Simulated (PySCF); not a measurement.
**C5H13NO3Si: density, localisation and related maps**

```csv
atom,x (Å),y (Å),z (Å)
C,2.9915,0.8517,-0.8310
N,2.0861,-0.2573,-0.6420
Si,1.0968,-0.3651,0.7545
O,0.4005,-1.8320,0.7183
C,-0.9867,-2.0000,0.8007
C,-1.7115,-0.8009,1.3994
C,-1.3869,0.4638,0.6057
O,-1.7561,0.2349,-0.7189
C,-1.5194,1.3298,-1.5777
O,-0.0458,0.8093,0.7314
H,2.4927,1.7609,-0.5052
H,3.2542,0.9465,-1.8860
H,3.9130,0.7423,-0.2494
H,2.4878,-1.1249,-0.9652
H,1.7422,-0.1769,2.0546
H,-1.3737,-2.1783,-0.2083
H,-1.1674,-2.8899,1.4153
H,-1.3842,-0.6428,2.4271
H,-2.7853,-0.9787,1.3736
H,-1.9532,1.3283,1.0073
H,-2.0767,2.2124,-1.2420
H,-1.8684,1.0231,-2.5611
H,-0.4543,1.5706,-1.6179
```

Geometry: GFN2-xTB.

Theory: PBE0/pcSseg-1, SCF density, gas phase, non-relativistic in PySCF.

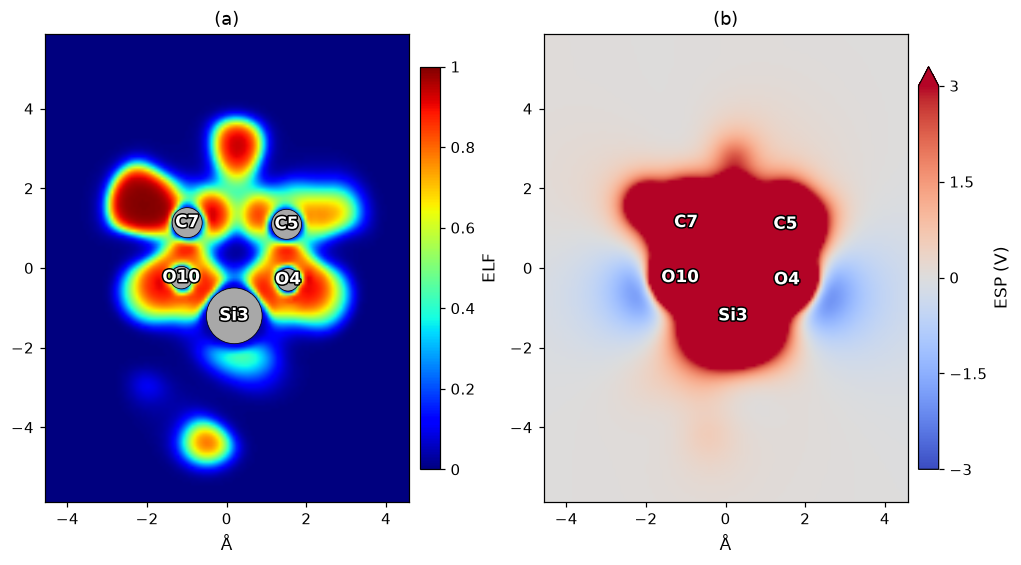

Figure 1. (a) electron localisation function; (b) molecular electrostatic potential on the plane of atoms O4, Si3 and O10. Grey discs cover the atomic cores in the ELF map.

> Read the bonding off the picture.

The section cuts through Si, O and C sites.
C–O (1.39 Å): the ELF peaks at about 0.85 between the atoms; a shared but strongly polarised pair.
Si–O (1.62 Å): the ELF peaks at about 0.85 between the atoms, as expected for a short, strongly polar bond.
The ELF also peaks beside O10 and O4, away from the bonds: lone-pair regions.
Outside the dense part of the molecule the potential is most negative (−1.9 V) near O4.

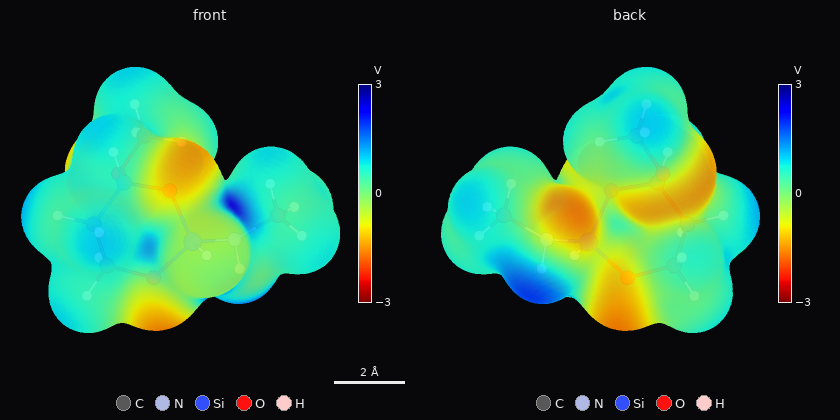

Figure 2. The electrostatic potential painted on the density surface at 0.004 e/bohr³, seen from the front and from behind; red is negative and blue positive.

> Describe the electrostatic potential map.

The most negative region (about −1.6 V) lies over N2 and O4, the most positive (about +1.9 V) over Si3 and H14.

> How polar is the molecule by this calculation?

Its dipole moment is 0.72 D.
